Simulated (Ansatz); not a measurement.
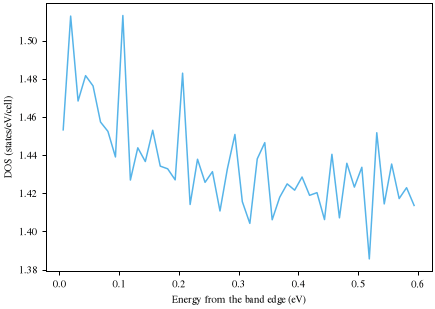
Density of states of KCdF₃ (Pm-3m) below the valence band maximum, PBEsol, rigid bands (Ansatz, a quantum-chemistry and plane-wave program); cell volume 84.3 Å³.

Question: What effective density of states at 300 K does this give (∫ g(E) exp(−E/k_BT) dE, both spins, divided by the cell's size)?

Answer: 4.5e20 cm⁻³, a density-of-states mass of 6.9 mₑ, valleys and band degeneracy included.

Spin-orbit coupling is left out; where it splits the top of the valence band, N_v and the p-type Seebeck coefficient come out somewhat high without it. Geometry: cell and atoms relaxed with PBEsol.

Computed structure with no diffraction record at hand here (it may be known, metastable or hypothetical): KCdF3 (Pm-3m).
